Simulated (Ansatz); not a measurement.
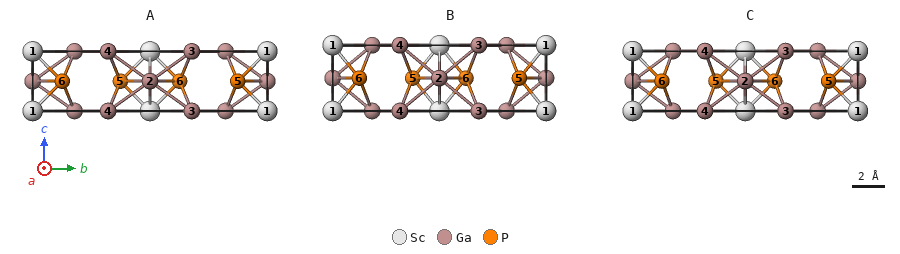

3 geometries from one relaxation of a crystal of ScGa$_{3}$P$_{2}$ (a generated structure, set up in Cmmm), in shuffled order. A ball-and-stick model of the conventional cell (2 times the calculation's cell), seen along the a axis. Lengths and directions refer to the drawn axes.

Method: DFT PBE, scalar-relativistic, plane waves, PAW (Ansatz). (plane-wave cutoff 420 eV; k-point mesh 10 × 10 × 10; occupations gaussian; smearing width 0.1 eV; no spin polarisation; cell and atoms relaxed; force threshold 0.01 eV/Å; at most 80 steps)

Question: Put them in the order of the run, from the start to the converged end.

Answer: B, C, A. They are steps 0, 2, 9, at +59.8 meV per atom, +5.3 meV per atom relative to the last. The largest moves relative to the cell, 0.10 Å, are those of Ga3 and Ga4. Ga4 goes along +b. By element the largest moves are Ga 0.10 Å, P 0.02 Å. Sc stays in place. Cell: a 4.088 → 3.847 Å (−5.9 %), b 13.731 → 15.101 Å (+10.0 %), c 4.230 → 3.836 Å (−9.3 %). Volume −6.2 %. Among the contacts that change: Ga3–P6 3.055 → 2.828 Å, Sc1–Ga2 2.942 → 2.716 Å, Ga3–Ga4 2.714 → 2.898 Å, Sc1–Ga3 3.261 → 3.308 Å. Bond angles that change, for instance: Ga4–Ga3–Ga4 97.7° → 83.2°, Sc1–P6–Sc1 101.9° → 90.4°, Sc1–Ga3–Ga4 92.3° → 102.9°. The space group stays Cmmm (No. 65). After 7 accepted moves (9 points after the start) the energy has fallen by 59.8 meV per atom. Largest force component: 0.28 eV/Å at the start, 0.00065 eV/Å at the end. Pressure: −2.70 GPa at the start and 0.00 GPa at the end. At 2 points the geometry stayed and the basis and grid were re-selected for the new cell (energy shift of less than 0.05 meV per atom at most each time). Cost: 3.6 min on 1 thread of AMD EPYC 9R45 96-Core Processor (Zen 5), on a shared host, peak memory 0.92 GiB.
